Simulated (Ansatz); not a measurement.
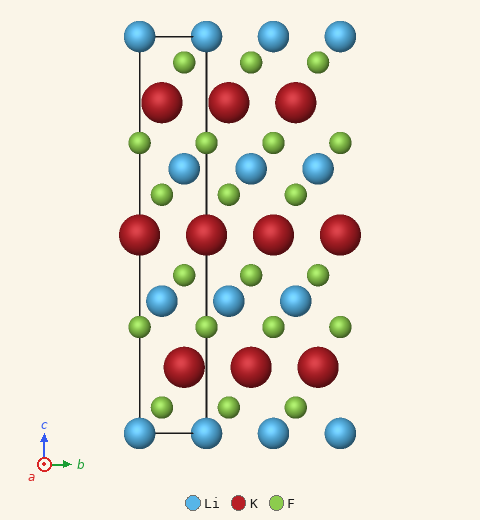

Projection along an edge of the hexagonal mesh, stacking direction c upwards. Every atom sits on one of the three columns of the mesh; call them A, B, C in the order in which they first turn up. The sequence starts with the first layer at or above the cell's origin.

KLiF₂. Coordinates: the geometry relaxed with DFT, PBE, plane waves, PAW (Ansatz); the starting structure was generated, so it need not be a known form of this composition.

### List the layers of one repeat.

Li(A) – F(B) – K(C) – F(A) – Li(B) – F(C) – K(A) – F(B) – Li(C) – F(A) – K(B) – F(C) (twelve layers in 17.10 Å).

### How are the F layers alone stacked?

F layers alone: BACBAC, the cubic close-packed type.

### Which positions between or in the F layers do the other atoms fill?

K: three octahedral sites; Li: three octahedral sites in each hexagonal cell.
